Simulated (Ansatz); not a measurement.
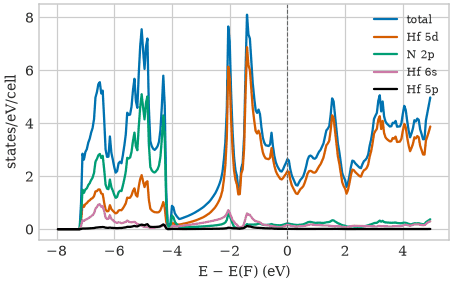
*Total and projected density of states of Hf$_{2}$N (anti-rutile, space group No. 136), the program Ansatz at the r²SCAN level (PAW)*

Which orbitals carry the states next to the Fermi level?

Within 0.5 eV of the Fermi level: Hf 5d 84 %, N 2p 8 %. Projections are on Löwdin-orthogonalised atomic valence shells; empty p or d shells of many metals are not among them.

Where is the tallest occupied peak in this window, and what makes it?

Near -1.4 eV, about 8.1 states/eV per cell; the largest projected share is Hf 5d.

Space group P4_2/mnm (anti-rutile). The workflow started from a Materials Project entry (that database holds measured and hypothetical structures alike); the Crystallography Open Database copy checked does not list it. Its standing as an ambient phase is unchecked. The cell was relaxed with r²SCAN under the symmetry of its start; its stability against distortions is not shown here. The run is not spin-polarised. Spin–orbit coupling is left out wherever it is not named.

Potentials: the later of the program's two PAW sets.
